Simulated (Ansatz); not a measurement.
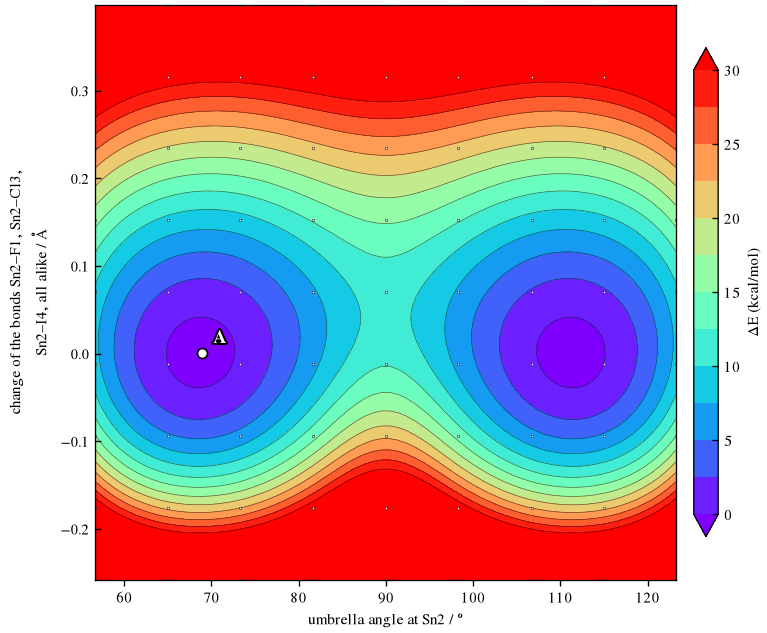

ClFISn, SMILES [F][Sn]([Cl])[I], spin multiplicity 2. 
- The first coordinate is: umbrella angle at Sn2 (between each of its bonds and their common axis; 90 is planar); the second: change of the bonds Sn2–F1, Sn2–Cl3, Sn2–I4, all alike.
- Nothing is relaxed (all other coordinates rigid).
- Grid: 9 × 9 points; 45 points were computed and 36 follow by symmetry.
- Points are written as (first, second).
- Energies: kcal/mol, counted from the lowest grid point.
- Method: Ansatz 0.2.0, UKS PBE0-D4/def2-SVP.

Drawn: filled contours, dots at the grid points, one colour for all values above the top of the scale, the point A. Between grid points the surface is interpolated.

**Find the lowest pass out of the well at A.**

The easiest path leads from the well at about (69°, 0.00 Å) to a well of about the same depth at about (111°, 0.00 Å). Its highest point lies about 12 kcal/mol above the bottom of the first well on the interpolated surface, at about (90°, 0.04 Å). The start is the relaxed structure and all else is held, so a fully relaxed path at this level can only be lower.

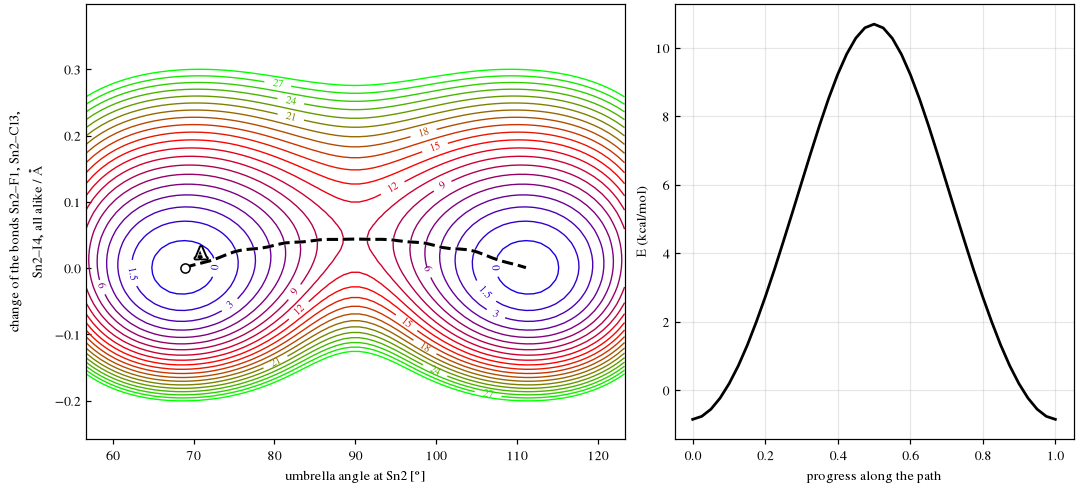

In the figure: contour lines labelled in kcal/mol (none above 28.5), a line along the lowest path, the energy along the path at the right. Between grid points the surface is interpolated.
